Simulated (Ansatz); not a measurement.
```yaml
atoms:
  - { symbol: P, position_ang: [0.8062, -2.3219, 0.8258] }
  - { symbol: P, position_ang: [0.8133, 1.8772, 0.1937] }
  - { symbol: P, position_ang: [-0.7447, 0.7620, 1.3956] }
  - { symbol: P, position_ang: [0.3018, -0.8831, 2.3520] }
  - { symbol: P, position_ang: [-1.8096, -0.0749, -0.4129] }
  - { symbol: As, position_ang: [-0.0540, -1.5300, -1.1479] }
  - { symbol: As, position_ang: [1.4231, 0.4377, -1.5657] }
  - { symbol: As, position_ang: [-0.7362, 1.7328, -1.6405] }
```

Geometry: PBE-D4/def2-SVP.

Level of theory: UKS PBE0-D4/def2-TZVPD in Ansatz.

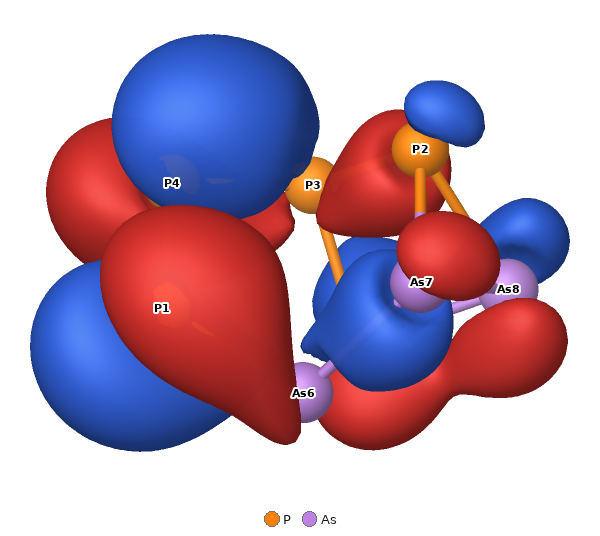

As3P5 (charge −1, doublet). The HOMO (α) at ±0.06 Å⁻³ᐟ² (blue and red are the two phases), seen at an oblique angle.

> What is the character of this orbital?

Its weight (Hirshfeld) is mainly on P1 (about 35 %), P4 (about 35 %), P3 (about 5 %) and As6 (about 5 %); π-antibonding (π*) across P1–P4. Its energy is −1.03 eV.
